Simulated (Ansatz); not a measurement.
A series of calculations on GeH3F and related structures

### Relaxation

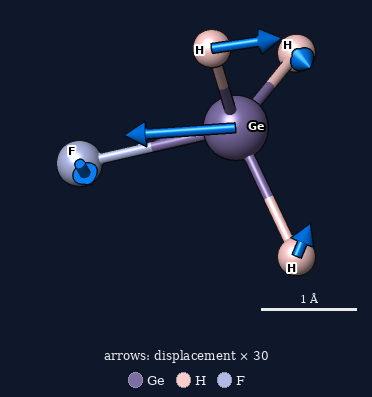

A relaxation of GeH3F. The starting structure is drawn; blue arrows show the displacements, magnified 30 times. The two geometries are superimposed by the best rigid fit.

Style: ball-and-stick. Shown at a tilt.

It is one of the separated products of a reaction.

Computed with RKS PBE0-D4/def2-TZVP (Ansatz). Settings: force threshold 0.005 eV/Å; at most 200 steps.

### What did the optimiser do to the structure, and how much energy did it gain?

The Ge atom moves most after the best rigid fit: 0.040 Å. Largest moves by element: Ge 0.040 Å, H 0.026 Å, F 0.015 Å. Near-neighbour distances that change, for instance: F–Ge 1.779 → 1.742 Å, Ge–H 1.526 → 1.533 Å. Bond angles that change, for instance: H–Ge–F 103.0° → 106.3°, H–Ge–H 114.8° → 112.5°. The energy falls by 0.027 eV in 3 geometry steps. Largest force component: 1.1 eV/Å at the start, 0.0032 eV/Å at the end.

### Relaxation

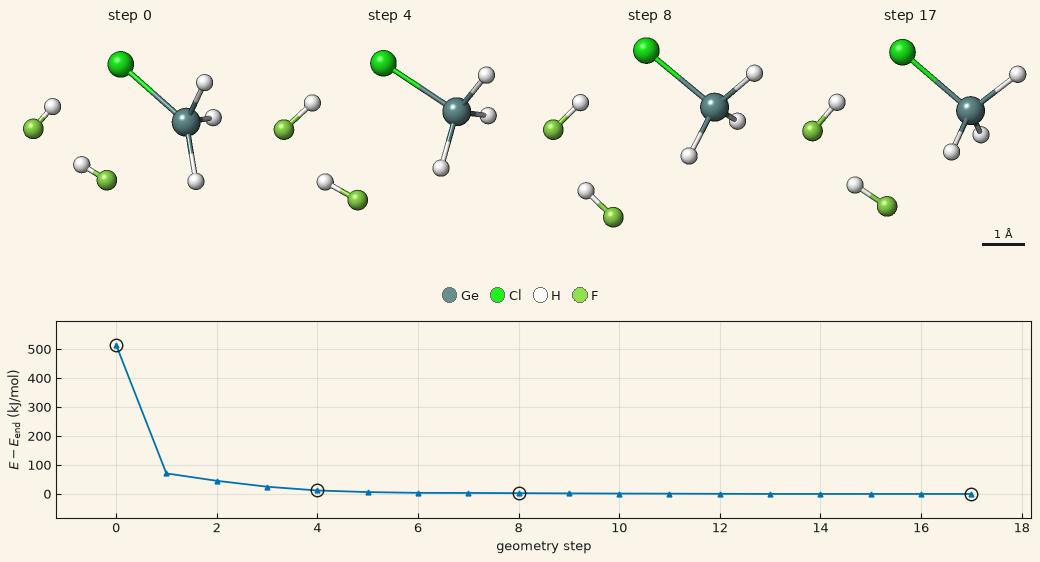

Frames of a relaxation of GeH5ClF2 (started from a transition state, displaced along its imaginary mode), marked on the history of the run. A ball-and-stick model, seen at a tilt.

Theory: Ansatz 0.2.0, RKS PBE0-D4/def2-TZVP. Settings: force threshold 0.005 eV/Å; at most 200 steps.

Question: Describe the path.

Answer: An H atom moves most after the best rigid fit: 1.11 Å. By element the largest moves are H 1.11 Å, F 0.96 Å, Cl 0.65 Å, Ge 0.33 Å. Near-neighbour distances that change, for instance: F–Ge 2.397 → 3.249 Å, F–H 0.719 → 0.944 Å, F–H 0.736 → 0.937 Å, Cl–H 1.961 → 2.060 Å. Among the angles between lasting bonds that change: Cl–Ge–H 143.0° → 105.9°, Cl–Ge–H 89.2° → 106.0°, Cl–Ge–H 92.0° → 103.1°. Over 17 geometry steps the energy falls by 515.6 kJ/mol. The largest force component goes from 25 to 0.0032 eV/Å. From step 0 to 4: an H atom moves most (0.60 Å), energy −503.6 kJ/mol. From step 4 to 8: H and F atoms move most (0.49 Å), energy −9.32 kJ/mol. From step 8 to 17: an H atom moves most (0.59 Å), energy −2.66 kJ/mol.

### Reaction

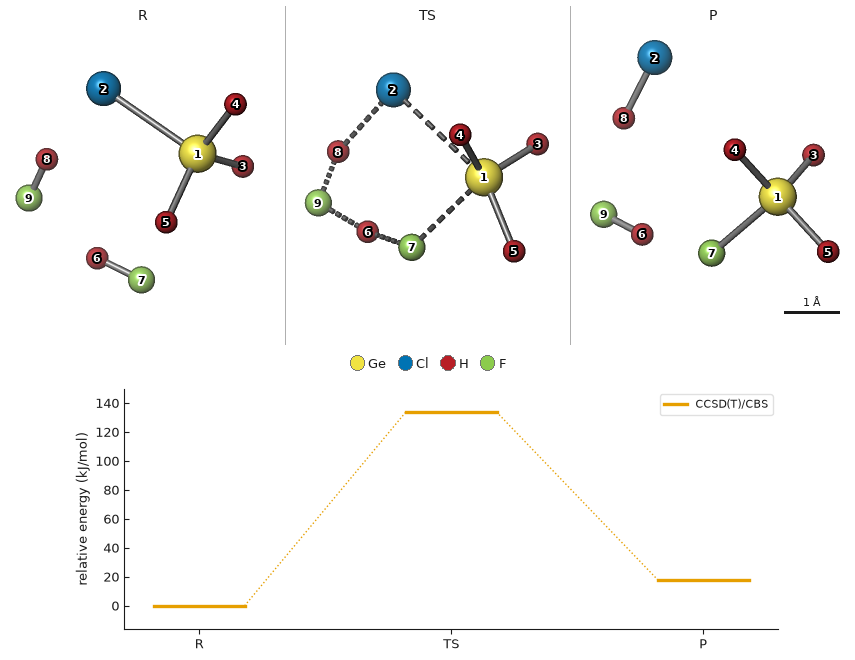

A reaction step of GeH5ClF2, with its energy diagram. The picture is a ball-and-stick view, seen at a tilt. Dashed sticks mark bonds that form or break.

Stationary points at PBE0-D4/def2-TZVP, single-point energies with CCSD(T)/CBS (def2-TZVPP where no basis is named; Ansatz 0.2.0). The energies are electronic, without zero-point or thermal terms, and both ends are the minima reached downhill from the saddle, with any fragments still in contact. CCSD(T)/CBS stands for a frozen-core estimate: MP2 correlation extrapolated from def2-TZVPP and def2-QZVPP, CCSD(T) minus MP2 from the smaller set.

Q: What happens, and what does it cost?

A: Counted by bonded pieces, R holds GeH₃Cl + HF + HF and P holds GeH₃F + HCl + HF. From R over the saddle to P, bonds form: Ge1–F7 (3.25 → 2.03 → 1.78 Å), Cl2–H8 (2.06 → 1.69 → 1.30 Å), H6–F9 (1.68 → 1.25 → 0.94 Å). Bonds break: Ge1–Cl2 (2.20 → 2.59 → 3.80 Å), H6–F7 (0.94 → 1.05 → 1.59 Å), H8–F9 (0.94 → 1.04 → 1.82 Å). The saddle has one imaginary mode, 257i cm⁻¹. With CCSD(T)/CBS the barrier is 133.8 kJ/mol from R and 116.0 kJ/mol from P, and P lies 17.9 kJ/mol above R.

### Path

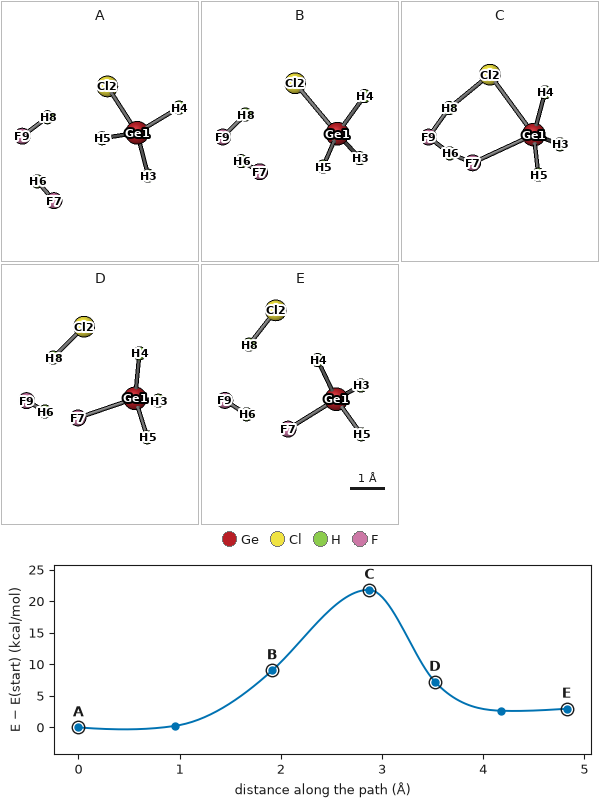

A nudged-elastic-band calculation for GeH5ClF2. Images are numbered from 0 (start) to 6 (end). Frames A to E are images 0, 2, 3, 4, 6. The picture is a ball-and-stick view, seen at a tilt.

Computed with RKS PBE0-D4/def2-SVP (Ansatz). Set-up: 5 movable images; climbing image.

Question: Read off the barrier and say what moves.

Answer: Breaking: Ge1–Cl2 (2.20 → 2.58 at the top → 3.80 Å), H6–F7 (0.94 → 1.07 at the top → 1.59 Å), H8–F9 (0.94 → 1.06 at the top → 1.82 Å). Forming: Cl2–H8 (2.06 → 1.65 at the top → 1.30 Å), Ge1–F7 (3.25 → 2.01 at the top → 1.78 Å), H6–F9 (1.68 → 1.21 at the top → 0.94 Å). The energy climbs by 21.8 kcal/mol to image 3 and then falls by 18.9 kcal/mol, so the end point sits at +3.0 kcal/mol. The band converged in 15 iterations. The largest component of the band force went from 3.5 to 0.025 eV/Å. The climbing image converged on the top of the path. Its curvatures weren't checked. The largest force component is 0.15 eV/Å at the start and 0.26 eV/Å at the end; an end with forces this large is no minimum, and the barrier measured from it can be far off.
